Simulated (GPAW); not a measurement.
Band structure of Mg6CoMo (Amm2, 8 atoms in the cell).

```
Mg6CoMo
1.0
    4.77093     0.00000     0.00000
    0.00000     2.99149     5.60744
    0.00000    -2.99149     5.60744
Mg Co Mo
6 1 1
Direct
  0.00000   0.34487   0.82067
  0.00000   0.82067   0.34487
  0.00000   0.32590   0.32590
  0.50000   0.16577   0.67963
  0.50000   0.67963   0.16577
  0.50000   0.17115   0.17115
  0.00000   0.79786   0.79786
  0.50000   0.69416   0.69416
```

Computed with PBEsol, GPAW PAW datasets PBEsol (made by gpaw-setup) (plane waves; GPAW 25.7.0).

Settings: mode = pw; ecut = 800 eV; xc = PBEsol; kpts = 4 3 3; mesh shift (steps) = 0 0 0; occupations.name = fermi-dirac; occupations.width = 0.1 eV; nbands = -16; convergence.forces = 0.001 eV/Å; symmetry.symmorphic = false; symmetry.tolerance = 0.0005; maxiter = 120; bandpath_npoints = 40.

The starting cell comes from a database of computed structures (which also holds hypothetical and non-ambient phases and stackings), without a prior relaxation at this level. Its lattice was rescaled by a random factor within 2.5 % of one. Spin polarisation is off.

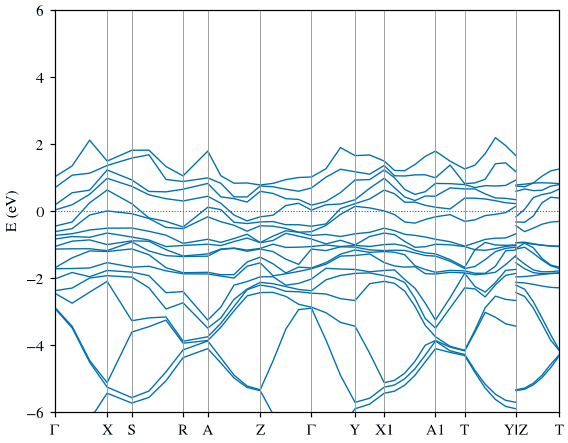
Bands along the path, energies from the Fermi level.

Levels in eV from the Fermi level, bands 38 to 45:
| point | 38 | 39 | 40 | 41 | 42 | 43 | 44 | 45 |
|---|---|---|---|---|---|---|---|---|
| Γ | -1.05 | -0.83 | -0.72 | -0.61 | -0.45 | 0.04 | 0.18 | 0.70 |
| X | -0.99 | -0.65 | -0.50 | 0.01 | 0.63 | 0.98 | 1.23 | 1.37 |
| S | -0.88 | -0.77 | -0.50 | -0.07 | 0.23 | 0.74 | 0.94 | 1.59 |
| R | -1.33 | -1.02 | -0.96 | -0.52 | -0.47 | 0.31 | 0.66 | 0.89 |
| A | -1.27 | -0.98 | -0.83 | -0.16 | 0.12 | 0.45 | 0.83 | 1.00 |
| Z | -1.11 | -0.94 | -0.93 | -0.43 | -0.32 | -0.16 | 0.59 | 0.75 |
| Y | -1.02 | -1.00 | -0.67 | 0.15 | 0.23 | 0.35 | 0.93 | 1.18 |
| X1 | -0.99 | -0.65 | -0.50 | 0.01 | 0.63 | 0.98 | 1.23 | 1.37 |
| A1 | -1.27 | -0.98 | -0.83 | -0.16 | 0.12 | 0.45 | 0.83 | 1.00 |
| T | -1.67 | -1.05 | -1.04 | -0.30 | 0.39 | 0.67 | 0.80 | 0.82 |

Bands cross the Fermi level along this path, so the cell is metallic at this level.
